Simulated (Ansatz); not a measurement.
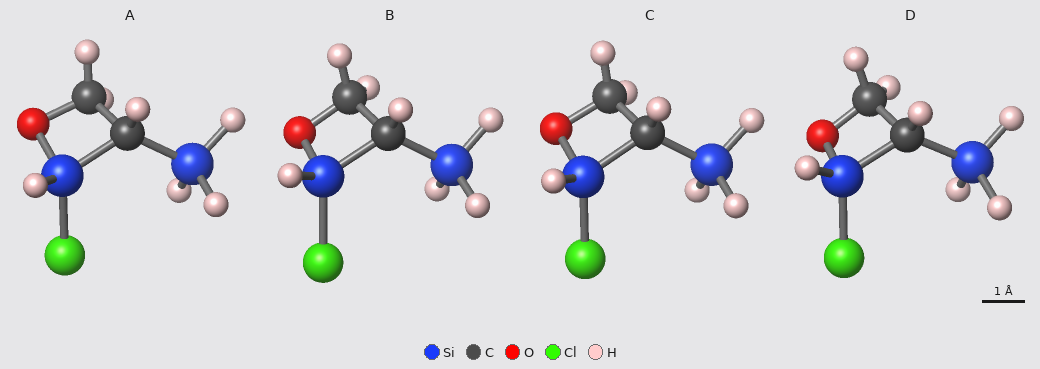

4 geometries from one relaxation of C2H7ClOSi2, in shuffled order. A ball-and-stick model, seen at a tilt.

The run prepares the start of a later molecular dynamics calculation, from a guessed geometry.

Level of theory: RKS B3LYP-D4/STO-3G in Ansatz 0.2.0. Set-up: no spin polarisation; force threshold 0.02 eV/Å; at most 40 steps.

Question: Put them in the order of the run, from the start to the converged end.

Answer: D, B, C, A. They are steps 0, 1, 3, 9, at +74.8 kJ/mol, +14.9 kJ/mol, +2.69 kJ/mol relative to the last. After 8 accepted moves (9 points after the start) the energy has fallen by 74.8 kJ/mol. The largest force component goes from 4.8 to 0.014 eV/Å. The line search rejected the trial step at point 7 of the run. The atom that moves furthest after the best rigid fit is an H atom (0.48 Å). By element the largest moves are H 0.48 Å, O 0.45 Å, Cl 0.31 Å, Si 0.08 Å, C 0.06 Å. Some distances before and after: O–Si 1.624 → 1.727 Å, H–Si 1.545 → 1.444 Å, Cl–Si 2.045 → 2.120 Å, C–O 1.427 → 1.502 Å. Among the angles between lasting bonds that change: Cl–Si–H 112.2° → 104.8°, O–C–H 116.3° → 110.4°, O–Si–H 110.8° → 115.9°. Groups turn about C–O by about 20°. Cost: 34 s on 1 thread of Arm Neoverse V1, on a shared host, peak memory 0.14 GiB.

Limits of the set-up: STO-3G is a minimal basis, so the numbers are rough.
